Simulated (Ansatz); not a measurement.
## CaMg2Ga2N4: complex band structure

Wanted: the relaxed cell of CaMg2Ga2N4, its band edges and its decay constants. It is built by putting Ca for Sr in the SrMg2Ga2N4 structure of space group Cm, with the volume rescaled by atomic radii. The parent structure comes from the Materials Project.

Main program and level: Ansatz 0.2.0; PBE DFT, plane waves, PAW files, in the first sound run; inputs show where later runs differ.

The structure was built from a prototype and need not be the compound's stable phase.

## 1. Starting point

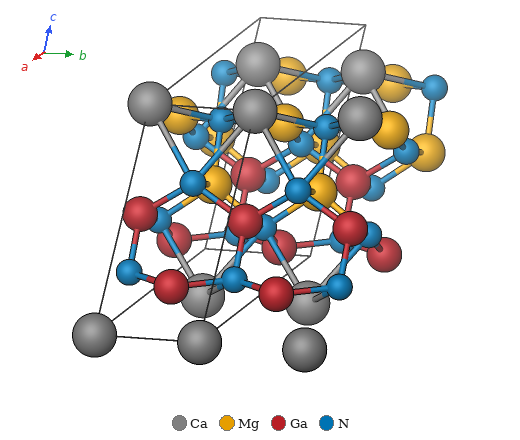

The cell as given, slightly off an axis (calcium grey, magnesium orange, gallium red, nitrogen blue). 1×2×1 cells are drawn. This picture shows the conventional cell, with its axes. Bonds to atoms that aren't drawn are left out. Some periodic images of atoms are drawn too.

Coordinates:

```
Ca Mg Ga N
1.0
     5.79356   -1.64920    0.00000
     5.79356    1.64920    0.00000
    -5.78681    0.00000    5.81701
Ca Mg Ga N
1 2 2 4
Direct
  0.99373 0.99373 0.99678
  0.63547 0.63547 0.81339
  0.17497 0.17497 0.54463
  0.36540 0.36540 0.17372
  0.81103 0.81103 0.45241
  0.77721 0.77721 0.18783
  0.25368 0.25368 0.85374
  0.39787 0.39787 0.63329
  0.59064 0.59064 0.34423
```

## 2. Cell and atoms at rest

The substituted atoms don't fit the parent's cell, so cell and atoms relax together. A small smearing keeps the run stable in case the gap closes on the way.

File input.yaml:

```yaml
crystal:
  lattice:
    - [5.7935572838, -1.649204713, 0.0]
    - [5.7935572838, 1.649204713, 0.0]
    - [-5.7868113861, 0.0, 5.8170103232]
  atoms:
    - { symbol: Ca, position: [0.99372808, 0.99372808, 0.99678429] }
    - { symbol: Mg, position: [0.6354744, 0.6354744, 0.81338935] }
    - { symbol: Mg, position: [0.17497099, 0.17497099, 0.54462543] }
    - { symbol: Ga, position: [0.36539519, 0.36539519, 0.1737159] }
    - { symbol: Ga, position: [0.81102855, 0.81102855, 0.45241226] }
    - { symbol: "N", position: [0.77720782, 0.77720782, 0.18782519] }
    - { symbol: "N", position: [0.25368135, 0.25368135, 0.85373624] }
    - { symbol: "N", position: [0.39786982, 0.39786982, 0.63328507] }
    - { symbol: "N", position: [0.5906438, 0.5906438, 0.34422627] }
kpoints:
  mp_grid: { grid: [8, 8, 4] }
scf:
  occupations: { method: gaussian, width: 0.03 }
hamiltonian:
  xc: pbe
output:
  forces: true
  stress: true
relax:
  f_tol: 0.02
  max_steps: 60
  cell: {}
```

Started as:

```sh
$ ansatz run input.yaml --threads 2 --pin off --max-ram 4096MiB --backend cpu --events-out ev --progress --plain --runs-dir out
```

Numbers of over 12 decimals in the logs are rounded to 6 here.

What it wrote:

```text
basis.fft_grid_basis auto: the FFT boxes are laid along the combinations [[1, -1, 0], [0, 1, 0], [1, 0, 1]] of the cell's own vectors, 3.298, 6.024 and 6.046 Å long. The dense box has 24×45×45 points. Along the cell's own vectors, as sized, it would have 45×45×60, 2.50 times as many. Of the 2 symmetry operations that the crystal satisfies within crystal.symmetry.tolerance (time reversal apart; of a slab, those that k [...]
Engine: ansatz 0.2.0, x86_64-unknown-linux-gnu
Pseudopotentials: kind: paw
Pseudopotential: Ca, paw, valence charge 10, recommended cutoff 420 eV (normal), Ca.paw.azcp
Pseudopotential: Mg, paw, valence charge 10, recommended cutoff 420 eV (normal), Mg.paw.azcp
Pseudopotential: Ga, paw, valence charge 13, recommended cutoff 420 eV (normal), Ga.paw.azcp
Pseudopotential: N, paw, valence charge 5, recommended cutoff 420 eV (normal), N.paw.azcp
Functional definition: PBE
  parameter kappa = 0.804
  parameter beta = 0.066725
  exchange = pbe_x(kappa = kappa, mu = beta*pi^2/3)
  correlation = pbe_c(beta = beta)
Crystal: 9 atoms, lattice volume = 111.160 Å³
Basis set: ecut = 420 eV, 2169 PW (Γ), FFT grids on a1−a2, a2, a1+a3, exchange–correlation on 48×90×90 points (8 copies of the dense FFT grid, shifted against one another)
Bands: 47, of which v1, the nominal top of the filled ones, is band 38 counted from 1 (37 counted from 0)
Symmetry: 2 space group operations
Space group: Cm (ITA 8), of the structure as read, at distance tolerance 4.8e-5 Å
k-points: 78 of 256 (time reversal used)
Non-local potential: Ca, projectors of the file, l = 0: 3, l = 1: 2, l = 2: 2
Non-local potential: Mg, projectors of the file, l = 0: 3, l = 1: 2, l = 2: 1
Non-local potential: Ga, projectors of the file, l = 0: 2, l = 1: 2, l = 2: 3, l = 3: 1
Non-local potential: N, projectors of the file, l = 0: 2, l = 1: 2, l = 2: 1
PAW form: soft (Blöchl's): semilocal exchange-correlation on the pseudo side does not see the compensation charge
PAW one-centre angular grid: Ca, 110 points (default); XC on 64 Gauss nodes
PAW one-centre angular grid: Mg, 110 points (default); XC on 64 Gauss nodes
PAW one-centre angular grid: Ga, 590 points (default); XC on 64 Gauss nodes
PAW one-centre angular grid: N, 110 points (default); XC on 64 Gauss nodes
Initial density: superposition of atomic densities (neutral atoms: chi_scale 0, normalization atom), corrected by the library's trained network
Initial wavefunctions: pseudopotential atomic-orbital guess
Functional: x = pbe(κ = 0.804, μ = 0.219515), c = pbe(β = 0.066725)
SCF iter   1: F=—  HF=-14771.970629 eV  |F-HF|=—  |Δ(HF+E_count)|=         —  Δρ=2.41e-3  dr2=7.80e-3  ethr=1.77e-3  ⟨swp⟩=7.4  Hψ=17275  notcnv=0  defer=7
preconditioner: auto → Resta (q_TF=auto, 2.561 Å⁻¹)  ε∞=4.3  [insulator: Δε(μ)=1.855 eV  Ē_g=14.852 eV  σ=0.030 eV  W_gap=1.00  n_scr=36 (ndim 8)  ℏωp=26.8 eV  f_vac=0.000  D(μ)=0.00/eV (n_scr^D=0)  ε∞_Penn≈4.3]
SCF iter   2: F=—  HF=-14771.969163 eV  |F-HF|=—  |Δ(HF+E_count)|=   1.47e-3  Δρ=1.10e-3  dr2=1.33e-3  ethr=1.03e-5  ⟨swp⟩=2.0  Hψ=5316  notcnv=0  defer=143
SCF iter   3: F=—  HF=-14771.969046 eV  |F-HF|=—  |Δ(HF+E_count)|=   1.17e-4  Δρ=4.74e-4  dr2=3.63e-4  ethr=1.75e-6  ⟨swp⟩=2.0  Hψ=4377  notcnv=0  defer=143
SCF iter   4: F=—  HF=-14771.969044 eV  |F-HF|=—  |Δ(HF+E_count)|=   2.36e-6  Δρ=1.46e-4  dr2=2.48e-5  ethr=4.77e-7  ⟨swp⟩=2.0  Hψ=4364  notcnv=0  defer=143
SCF iter   5: F=—  HF=-14771.969039 eV  |F-HF|=—  |Δ(HF+E_count)|=   4.35e-6  Δρ=6.69e-5  dr2=4.11e-6  ethr=3.27e-8  ⟨swp⟩=2.0  Hψ=5471  notcnv=0  defer=143
SCF iter   6: F=—  HF=-14771.969041 eV  |F-HF|=—  |Δ(HF+E_count)|=   1.85e-6  Δρ=1.47e-5  dr2=2.20e-7  ethr=5.41e-9  ⟨swp⟩=2.0  Hψ=5615  notcnv=0  defer=143
SCF iter   7: F=-14771.969041 eV  HF=-14771.969041 eV  |F-HF|=4.46e-8  |Δ(HF+E_count)|=   7.89e-8  Δρ=7.25e-6  dr2=4.92e-8  ethr=1.32e-10  ⟨swp⟩=4.0  Hψ=12264  notcnv=0
SCF 1 converged in 7 iterations: F = -14771.969041 eV  dr2 = 4.92e-8
  greatest PAW one-centre occupation: 1.000 electrons in one spin orbital (limit 2), on the Mg atom at site 1 (counted from 0), in its partial waves of l = 1
relax step   1: F+E_penalty+E_count = -14771.96904128 eV  Δ(F+E_penalty+E_count) = +0.000e0 eV  max|allowed force component| = 6.758e-1 eV/Å  Δτ_max = 0.0000 Å  P = +5.497 GPa  Ω = 111.160 Å³  (7 SCF iters, dr2 threshold 1.00e-7 eV, accepted)
Crystal: 9 atoms, lattice volume = 113.455 Å³
Basis set: ecut = 420 eV, 2225 PW (Γ), FFT grids on a1−a2, a2, a1+a3, exchange–correlation on 48×90×90 points (8 copies of the dense FFT grid, shifted against one another)
Initial density: handed on by an earlier stage of this run
Initial wavefunctions: those handed on with the density
iter 1 solved again at ethr=3.27e-4 eV; its pass at ethr=3.10e-3 eV (dr2=2.48e-1 eV) is discarded
SCF iter   1: F=—  HF=-14772.114599 eV  |F-HF|=—  |Δ(HF+E_count)|=         —  Δρ=1.18e-2  dr2=2.54e-1  ethr=3.27e-4  ⟨swp⟩=1.6  Hψ=18149  notcnv=0
preconditioner: auto → Resta (q_TF=auto, 2.552 Å⁻¹)  ε∞=4.2  [insulator: Δε(μ)=1.752 eV  Ē_g=14.809 eV  σ=0.030 eV  W_gap=1.00  n_scr=44 (ndim 8)  ℏωp=26.5 eV  f_vac=0.003  D(μ)=0.00/eV (n_scr^D=0)  ε∞_Penn≈4.2]
SCF iter   2: F=—  HF=-14772.053027 eV  |F-HF|=—  |Δ(HF+E_count)|=   6.16e-2  Δρ=5.51e-3  dr2=5.30e-2  ethr=3.27e-4  ⟨swp⟩=2.7  Hψ=6689  notcnv=0
SCF iter   3: F=—  HF=-14772.039039 eV  |F-HF|=—  |Δ(HF+E_count)|=   1.40e-2  Δρ=2.34e-3  dr2=8.35e-3  ethr=6.97e-5  ⟨swp⟩=3.0  Hψ=7154  notcnv=0
SCF iter   4: F=—  HF=-14772.037287 eV  |F-HF|=—  |Δ(HF+E_count)|=   1.75e-3  Δρ=7.01e-4  dr2=5.92e-4  ethr=1.10e-5  ⟨swp⟩=2.0  Hψ=5295  notcnv=0  defer=2
SCF iter   5: F=—  HF=-14772.037251 eV  |F-HF|=—  |Δ(HF+E_count)|=   3.52e-5  Δρ=2.73e-4  dr2=8.33e-5  ethr=7.79e-7  ⟨swp⟩=2.0  Hψ=5903  notcnv=0  defer=2
SCF iter   6: F=—  HF=-14772.037253 eV  |F-HF|=—  |Δ(HF+E_count)|=   2.07e-6  Δρ=1.05e-4  dr2=1.11e-5  ethr=1.10e-7  ⟨swp⟩=2.0  Hψ=5683  notcnv=0  defer=2
SCF iter   7: F=—  HF=-14772.037260 eV  |F-HF|=—  |Δ(HF+E_count)|=   6.32e-6  Δρ=3.89e-5  dr2=1.76e-6  ethr=1.46e-8  ⟨swp⟩=2.0  Hψ=5898  notcnv=0  defer=2
SCF iter   8: F=-14772.037260 eV  HF=-14772.037260 eV  |F-HF|=2.84e-8  |Δ(HF+E_count)|=   5.48e-7  Δρ=1.69e-5  dr2=2.96e-7  ethr=1.18e-9  ⟨swp⟩=4.0  Hψ=12168  notcnv=0
SCF 2 converged in 8 iterations: F = -14772.037260 eV  dr2 = 2.96e-7
  greatest PAW one-centre occupation: 1.000 electrons in one spin orbital (limit 2), on the Mg atom at site 2 (counted from 0), in its partial waves of l = 0
[...]
SCF iter   7: F=-14772.110661 eV  HF=-14772.110662 eV  |F-HF|=5.35e-7  |Δ(HF+E_count)|=   7.78e-7  Δρ=2.54e-5  dr2=8.99e-7  ethr=1.18e-9  ⟨swp⟩=4.1  Hψ=12868  notcnv=0
SCF 3 converged in 7 iterations: F = -14772.110661 eV  dr2 = 8.99e-7
relax step   3: F+E_penalty+E_count = -14772.11066135 eV  Δ(F+E_penalty+E_count) = -7.340e-2 eV  max|allowed force component| = 2.697e-1 eV/Å  Δτ_max = 0.0591 Å  P = +0.401 GPa  Ω = 115.318 Å³  energy of the carried Pulay correction = -9.234e-3 eV  (7 SCF iters, dr2 threshold 9.00e-7 eV, accepted)
[... from here on, the SCF cycles and remarks between the steps are left out ...]
relax step   4: F+E_penalty+E_count = -14772.11736783 eV  Δ(F+E_penalty+E_count) = -6.706e-3 eV  max|allowed force component| = 2.066e-1 eV/Å  Δτ_max = 0.0131 Å  P = +0.029 GPa  Ω = 115.565 Å³  energy of the carried Pulay correction = -9.772e-3 eV  (6 SCF iters, dr2 threshold 9.00e-7 eV, accepted)
relax step   5: F+E_penalty+E_count = -14772.12486898 eV  Δ(F+E_penalty+E_count) = -7.501e-3 eV  max|allowed force component| = 1.811e-1 eV/Å  Δτ_max = 0.0278 Å  P = +0.100 GPa  Ω = 115.383 Å³  energy of the carried Pulay correction = -9.377e-3 eV  (6 SCF iters, dr2 threshold 9.00e-7 eV, accepted)
relax step   6: F+E_penalty+E_count = -14772.14098670 eV  Δ(F+E_penalty+E_count) = -1.612e-2 eV  max|allowed force component| = 2.784e-1 eV/Å  Δτ_max = 0.1953 Å  P = +0.056 GPa  Ω = 114.930 Å³  energy of the carried Pulay correction = -8.388e-3 eV  (8 SCF iters, dr2 threshold 9.00e-7 eV, accepted)
relax step   7: F+E_penalty+E_count = -14772.16718719 eV  Δ(F+E_penalty+E_count) = -2.620e-2 eV  max|allowed force component| = 8.409e-2 eV/Å  Δτ_max = 0.0516 Å  P = +0.318 GPa  Ω = 115.183 Å³  energy of the carried Pulay correction = -8.939e-3 eV  (7 SCF iters, dr2 threshold 9.00e-7 eV, accepted)
relax step   8: F+E_penalty+E_count = -14772.16731661 eV  Δ(F+E_penalty+E_count) = -1.294e-4 eV  max|allowed force component| = 1.078e-1 eV/Å  Δτ_max = 0.0185 Å  P = -0.202 GPa  Ω = 115.709 Å³  energy of the carried Pulay correction = -1.009e-2 eV  (6 SCF iters, dr2 threshold 4.99e-7 eV, accepted)
relax step   9: F+E_penalty+E_count = -14772.16882630 eV  Δ(F+E_penalty+E_count) = -1.510e-3 eV  max|allowed force component| = 7.999e-3 eV/Å  Δτ_max = 0.0065 Å  P = -0.008 GPa  Ω = 115.496 Å³  energy of the carried Pulay correction = -9.623e-3 eV  (5 SCF iters, dr2 threshold 7.27e-7 eV, accepted)
relax step  10: F+E_penalty+E_count = -14772.18613336 eV  Δ(F+E_penalty+E_count) = -1.731e-2 eV  max|allowed force component| = 7.954e-3 eV/Å  Δτ_max = 0.0000 Å  P = +0.193 GPa  Ω = 115.496 Å³  stress off target by 4.39e-1 GPa  SCF on the basis re-selected at this cell (its energy is not comparable with the rows above)  (8 SCF iters)
relax step  11: F+E_penalty+E_count = -14772.18607319 eV  Δ(F+E_penalty+E_count) = +6.017e-5 eV  max|allowed force component| = 1.419e-2 eV/Å  Δτ_max = 0.0079 Å  P = -0.028 GPa  Ω = 115.734 Å³  energy of the carried Pulay correction = -5.240e-4 eV  (5 SCF iters, dr2 threshold 4.81e-7 eV, accepted)
relax step  12: F+E_penalty+E_count = -14772.18619107 eV  Δ(F+E_penalty+E_count) = -1.179e-4 eV  max|allowed force component| = 3.229e-3 eV/Å  Δτ_max = 0.0036 Å  P = +0.009 GPa  Ω = 115.698 Å³  energy of the carried Pulay correction = -4.402e-4 eV  (6 SCF iters, dr2 threshold 9.23e-9 eV, accepted)
iter 1 solved again at ethr=7.64e-8 eV; its pass at ethr=3.10e-3 eV (dr2=5.81e-5 eV) is discarded
SCF iter   1: F=—  HF=-14772.186425 eV  |F-HF|=—  |Δ(HF+E_count)|=         —  Δρ=1.07e-4  dr2=3.17e-7  ethr=7.64e-8  ⟨swp⟩=3.0  Hψ=26293  notcnv=0
preconditioner: auto → Resta (q_TF=auto, 2.544 Å⁻¹)  ε∞=4.1  [insulator: Δε(μ)=1.545 eV  Ē_g=14.859 eV  σ=0.030 eV  W_gap=1.00  n_scr=36 (ndim 8)  ℏωp=26.3 eV  f_vac=0.010  D(μ)=0.00/eV (n_scr^D=0)  ε∞_Penn≈4.1]
SCF iter   2: F=—  HF=-14772.186572 eV  |F-HF|=—  |Δ(HF+E_count)|=   1.47e-4  Δρ=5.42e-5  dr2=8.23e-8  ethr=4.17e-10  ⟨swp⟩=2.0  Hψ=6587  notcnv=0
SCF iter   3: F=—  HF=-14772.186611 eV  |F-HF|=—  |Δ(HF+E_count)|=   3.91e-5  Δρ=4.89e-6  dr2=1.20e-8  ethr=1.08e-10  ⟨swp⟩=2.0  Hψ=5902  notcnv=0
SCF iter   4: F=—  HF=-14772.186612 eV  |F-HF|=—  |Δ(HF+E_count)|=   1.90e-7  Δρ=7.41e-7  dr2=4.17e-10  ethr=1.57e-11  ⟨swp⟩=2.0  Hψ=5694  notcnv=0
SCF iter   5: F=—  HF=-14772.186612 eV  |F-HF|=—  |Δ(HF+E_count)|=  5.75e-10  Δρ=3.76e-7  dr2=1.20e-10  ethr=1.00e-12  ⟨swp⟩=4.0  Hψ=12663  notcnv=0
SCF iter   6: F=-14772.186612 eV  HF=-14772.186612 eV  |F-HF|=3.64e-12  |Δ(HF+E_count)|=  4.29e-10  Δρ=1.09e-7  dr2=1.56e-11  ethr=1.00e-12  ⟨swp⟩=4.0  Hψ=12150  notcnv=0
SCF 13 converged in 6 iterations: F = -14772.186612 eV  dr2 = 1.56e-11
relax step  13: F+E_penalty+E_count = -14772.18661152 eV  Δ(F+E_penalty+E_count) = -4.204e-4 eV  max|allowed force component| = 3.245e-3 eV/Å  Δτ_max = 0.0000 Å  P = +0.011 GPa  Ω = 115.698 Å³  stress off target by 4.07e-2 GPa  SCF on the basis re-selected at this cell (its energy is not comparable with the rows above)  (6 SCF iters)
basis re-selected at this cell: Δ(F+E_penalty+E_count) = -4.204e-4 eV, ΔP = +0.001 GPa vs the last step (what re-selecting the basis moved, of the pressure what is left beyond the Pulay correction that the steps carried, after the strain that the cell walked since its last selection, with what the two solves' SCF thresholds leave and, on support functions, any second-order correction that the steps lacked; it is no m [...]
SCF converged after 6 iterations
Free energy (F): -14772.186612 eV
Harris-Foulkes:  -14772.186612 eV  (|F-HF|=3.64e-12)
Internal energy: -14772.186612 eV  (E = F + TS)
E sigma→0 (E₀):  -14772.186612 eV
Fermi energy:    9.097138 eV
--- Per-component energies (eV) ---
  E_band       = -772.474536
  E_kinetic    = 1185.456281
  E_local      = -8289.184992  (includes V_loc(G=0)·N_el)
  E_nonlocal   = 1292.927158
  E_hartree    = 3369.412385
  E_xc         = -576.212136
  E_vxc        = -671.326676  (∫ρ·V_xc dr)
  E_paw        = -5935.851963  (= ΣΔE_a)
  E_vpaw       = -1029.171239  (= ΣTr[D̂ρ^β])
  E_aug_tail   = 0.000133  (compensation charges beyond the density's cutoff)
  E_ewald      = -5818.733478
  E_smearing   = -0.000000  (= −TS)
  E_closure    = -0.000000  (closes the sum)
  Σ components = -14772.186612   (vs F -14772.186612, Δ=0.00e0)
--- Forces (eV/Å), atoms counted from 1 ---
  atom   1  Ca    -0.00314495     0.00000000     0.00016863
  atom   2  Mg     0.00280841     0.00000000    -0.00154115
  atom   3  Mg    -0.00000562     0.00000000    -0.00116457
  atom   4  Ga     0.00324482    -0.00000000     0.00285428
  atom   5  Ga    -0.00307762    -0.00000000     0.00042430
  atom   6  N     -0.00104661     0.00000000    -0.00306612
  atom   7  N     -0.00286314    -0.00000000     0.00009446
  atom   8  N      0.00120964     0.00000000     0.00050940
  atom   9  N      0.00287289    -0.00000000     0.00172916
  max |Σ_I F_I| component: 8.41e-6 eV/Å
--- Stress (GPa, compression-positive) ---
        0.008305       0.000000       0.022261
        0.000000      -0.002081       0.000000
        0.022258       0.000000       0.025337
  P = ⅓ Tr σ = 0.0105 GPa (0.105 kbar)
--- Relaxed structure (11 steps of the walk, 11 accepted, 2 SCFs on fresh bases) ---
  F+E_penalty+E_count = -14772.18661152 eV   max|allowed force component| = 3.245e-3 eV/Å   (the final SCF, on the basis selected at the relaxed cell)
  cell:  # Å, volume = 115.6975 Å³
    - [6.101313, -1.659480, 0.088646]
    - [6.101313, 1.659480, 0.088646]
    - [-6.005204, 0.0, 5.626204]
  atoms:
    - { symbol: Ca, position: [0.960495, 0.960495, 0.971213] }
    - { symbol: Mg, position: [0.631990, 0.631990, 0.823106] }
    - { symbol: Mg, position: [0.167702, 0.167702, 0.527445] }
    - { symbol: Ga, position: [0.376218, 0.376218, 0.181259] }
    - { symbol: Ga, position: [0.816182, 0.816182, 0.460336] }
    - { symbol: N, position: [0.812571, 0.812571, 0.222853] }
    - { symbol: N, position: [0.242867, 0.242867, 0.841888] }
    - { symbol: N, position: [0.402104, 0.402104, 0.661052] }
    - { symbol: N, position: [0.589871, 0.589871, 0.310848] }
```

It took 2.2 min on 2 threads of Intel Xeon Platinum 8488C (Sapphire Rapids), shared host; peak memory 0.66 GiB; 4.4 min of CPU time.

The steps of the relaxation:

```tsv
step	energy less that of the first step (eV)	largest force component (eV/Å)	pressure (GPa)	volume (Å³)
1	0.0000	0.6758	5.50	111.16
2	-0.0682	0.7844	3.11	113.45
3	-0.1416	0.2697	0.40	115.32
4	-0.1483	0.2066	0.03	115.56
5	-0.1558	0.1811	0.10	115.38
6	-0.1719	0.2784	0.06	114.93
7	-0.1981	0.0841	0.32	115.18
8	-0.1983	0.1078	-0.20	115.71
9	-0.1998	0.0080	-0.01	115.50
10*	-0.2171	0.0080	0.19	115.50
11	-0.2170	0.0142	-0.03	115.73
12	-0.2172	0.0032	0.01	115.70
13*	-0.2176	0.0032	0.01	115.70
```

Relaxation steps marked * repeat the geometry before them on a plane-wave basis chosen anew for their cell, so energy and pressure can jump there.

Forces are held to the 2 operations that the run works with; a distortion that breaks them can't arise in this run.

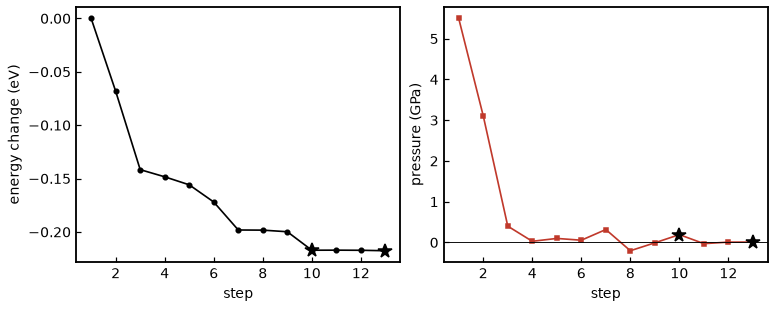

Energy and pressure along the relaxation. Stars mark steps on a basis chosen anew.

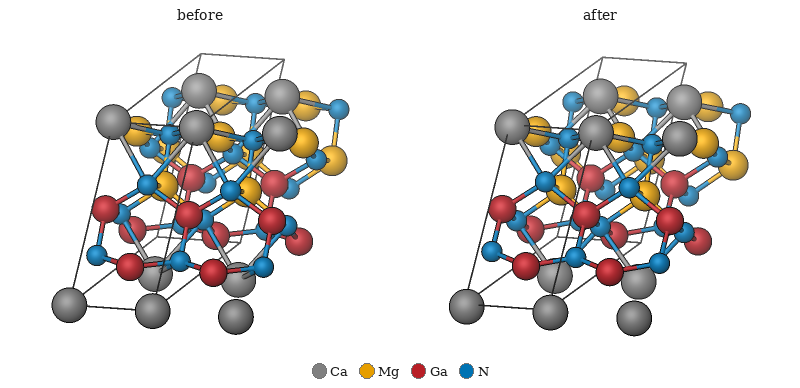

Before and after, at one scale. Bonds to atoms that aren't drawn are left out.

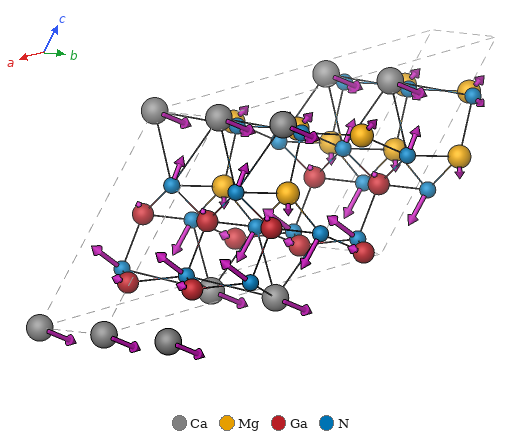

Displacements in the relaxation, exaggerated, measured against the changing cell; the longest in the cell stands for 0.30 Å. Bonds to atoms that aren't drawn are left out. 1×2×1 conventional cells are drawn. Some periodic images of atoms are drawn too.

```tsv
cell as run	before	after	change
a (Å)	6.024	6.324	+5.0 %
b (Å)	6.024	6.324	+5.0 %
c (Å)	8.205	8.229	+0.3 %
α (°)	132.71	133.99	+1.0 %
β (°)	132.71	133.99	+1.0 %
γ (°)	31.78	30.43	-4.3 %
volume (Å³/atom)	12.35	12.86	+4.1 %
```

The atoms that moved most (Å, as changes of fractional coordinates times the final cell):

```tsv
atom	dx	dy	dz	length
N6	0.221	0.000	0.203	0.300
Ca1	-0.252	0.000	-0.150	0.293
N9	0.191	0.000	-0.188	0.268
N8	-0.115	0.000	0.157	0.195
Mg2	-0.101	0.000	0.054	0.114
Mg3	0.014	0.000	-0.098	0.099
Ga4	0.087	0.000	0.044	0.097
N7	-0.061	0.000	-0.069	0.092
```

Final coordinates:

```xyz
9
Lattice="6.1013 -1.6595 0.0886 6.1013 1.6595 0.0886 -6.0052 0.0000 5.6262" Properties=species:S:1:pos:R:3 pbc="T T T"
Ca    5.8882    0.0000    5.6345
Mg    2.7690    0.0000    4.7430
Mg   -1.1210    0.0000    2.9972
Ga    3.5024    0.0000    1.0865
Ga    7.1952    0.0000    2.7346
N     8.5772    0.0000    1.3979
N    -2.0921    0.0000    4.7797
N     0.9370    0.0000    3.7905
N     5.3313    0.0000    1.8535
```

This step gave:

- free energy: -14772.1866 eV
- Fermi energy: 9.097 eV
- pressure: 0.01052 GPa

The largest force component on a free atom ends at 0.0032 eV/Å.

[end of part 1 of 3]

[Logs are printed without paths, hosts, clocks, repeated set-up lines and the standing remarks that a program may print on its own settings, such as how far it seeks lower states.]

[Hosts, paths, dates, database ids (printed as entryN), source tags and the programs' standing remarks are cut or masked in the printed files.]
